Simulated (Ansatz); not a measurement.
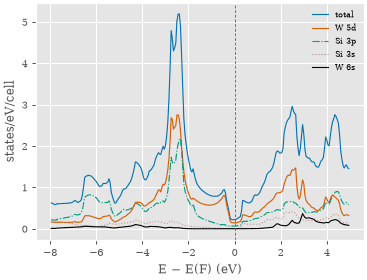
Figure: Total and projected density of states of Si2W (MoSi2 or CaC2 type, I4/mmm), DFT-PBE in the program Ansatz with PAW potentials

Which orbitals carry the states next to the Fermi level?

Within 0.5 eV of the Fermi level: W 5d 69 %, Si 3p 21 %, Si 3s 7 %. Projections are on Löwdin-orthogonalised atomic valence shells; empty p or d shells of many metals are not among them.

Where is the tallest occupied peak in this window, and what makes it?

Near -2.4 eV, about 5.2 states/eV per cell; the largest projected share is W 5d.

The cell was relaxed with PBE under the symmetry of its start. No spin polarisation was allowed. Scalar-relativistic: spin–orbit coupling is off unless named, which matters more the heavier the elements.

Potentials: the later of the program's two PAW sets.
